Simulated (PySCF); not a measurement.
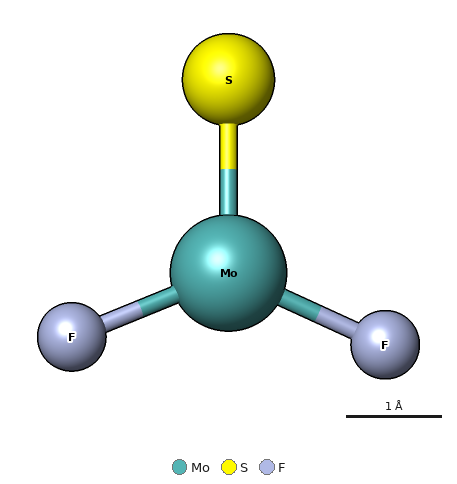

**Figure 1.** The structure as given in the input (ball-and-stick view, seen at a tilt). Sticks mark near contacts. Bond lengths as drawn: F–Mo 1.82 Å and Mo–S 2.06 Å.

**Frequency calculation, with input and output: MoSF₂**

- system: MoSF₂
- method: RKS-based PBE0, Mo def2-TZVP with ECP28, S def2-TZVP, F def2-TZVP; non-relativistic Hamiltonian with a scalar-relativistic core potential; density fitting (PySCF 2.14.0)

The program's output:
```
init E= -665.940829499141
  HOMO = -0.24674964958122  LUMO = -0.130848699604197  gap/eV = 3.15383
cycle= 1 E= -665.940829499134  delta_E= 7.28e-12  |g|= 6.68e-06  |ddm|= 7.48e-06
  HOMO = -0.246747880497929  LUMO = -0.130847690606493  gap/eV = 3.15380
Extra cycle  E= -665.940829498996  delta_E= 1.38e-10  |g|= 2.4e-05  |ddm|= 2.01e-05
converged SCF energy = -665.940829498996
```

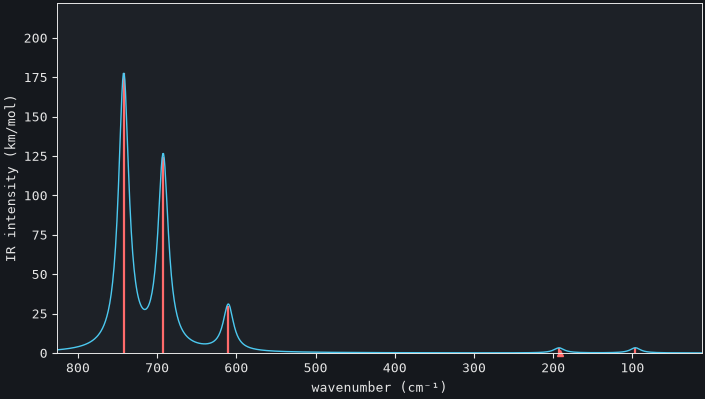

**Figure 2.** Harmonic infrared spectrum, unscaled: sticks (degenerate modes added up, dark ones marked on the axis) with a Lorentzian envelope of 16 cm⁻¹ full width, scaled to the tallest stick. 6 modes from 96 to 742 cm⁻¹, none imaginary. The strongest line is at 742 cm⁻¹ (178 km/mol). All modes, in cm⁻¹ (km/mol): 96 (3.3), 191 (0.0), 193 (3.3), 610 (30), 692 (124), 742 (178).

The run was set up as follows.

Input:
```python
from pyscf import gto, scf, dft
mol = gto.M(atom='''
Mo     0.000000     0.000000    -0.226944
S      0.000000     0.000000     1.834754
F     -1.669336     0.000000    -0.950883
F      1.669336     0.000000    -0.950883''',
    basis={'Mo': 'def2-TZVP', 'S': 'def2-TZVP', 'F': 'def2-TZVP'},
    ecp={'Mo': 'def2-TZVP'},
    charge=0, spin=0)
mf = dft.RKS(mol, xc='PBE0')
mf.grids.atom_grid = (75, 302)
aux = {'Mo': 'def2-universal-JKFIT', 'S': 'def2-universal-JKFIT', 'F': 'def2-universal-JKFIT'}
mf = mf.density_fit(auxbasis=aux)
mf.conv_tol = 1e-09
mf.diis_space = 10
mf.max_cycle = 60
mf.verbose = 4
mf.kernel()
```

The script is an equivalent of the set-up of the self-consistent field. The run itself was carried out by a driver, which started from the orbitals of the step before it where there was one and computed the further properties.

Launched with:
```bash
OMP_NUM_THREADS=4 python axn.py task.json out
```

Results in brief:

| quantity | value |
| --- | --- |
| outcome | converged |
| total energy | −665.940829 hartree |
| HOMO | −6.71 eV |
| LUMO | −3.56 eV |
| zero-point energy | 0.005753 hartree |
| dipole moment | 0.43 D |
| wavenumbers, lowest and highest | 96 and 742 cm⁻¹ |
| hardware | 4 threads of Intel Xeon @ 2.50GHz (Skylake/Cascade Lake), 32 GiB of memory available, shared host |
| wall time | 72 s (CPU time 4.1 min) |
| peak memory | 1.5 GiB |
